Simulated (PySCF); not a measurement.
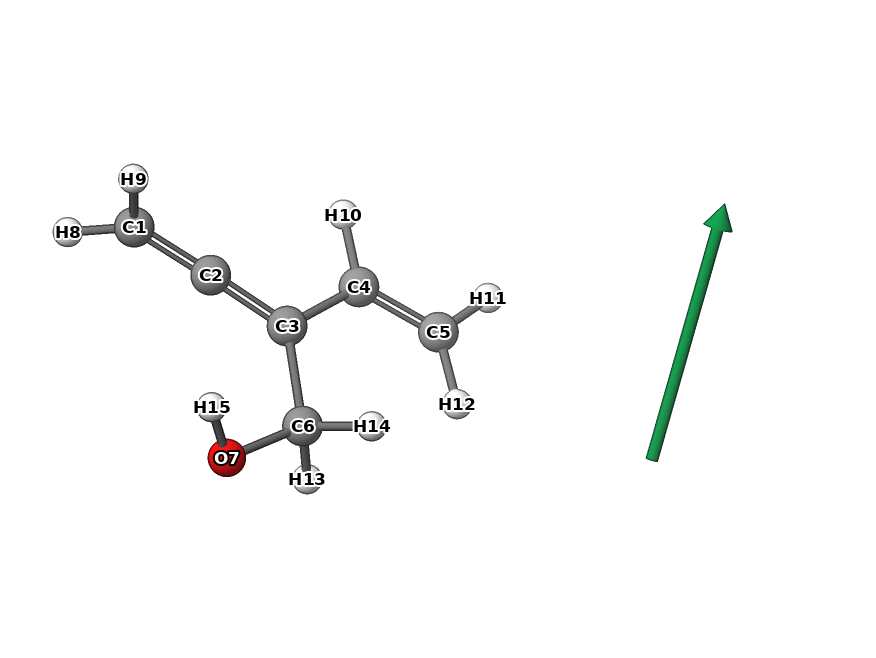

The arrow beside the molecule shows the direction of the dipole moment, from the negative to the positive end (its length means nothing). The geometry was computed by an optimisation with GFN2-xTB. No frequency run is at hand to confirm it as a minimum. Properties computed with PBE0/pcSseg-1, gas phase (PySCF 2.14.0).

Question: How large is the dipole moment?

Answer: 1.57 D; it points from the side of H13 to the side of H9, H10 (the outermost atoms at the two ends).
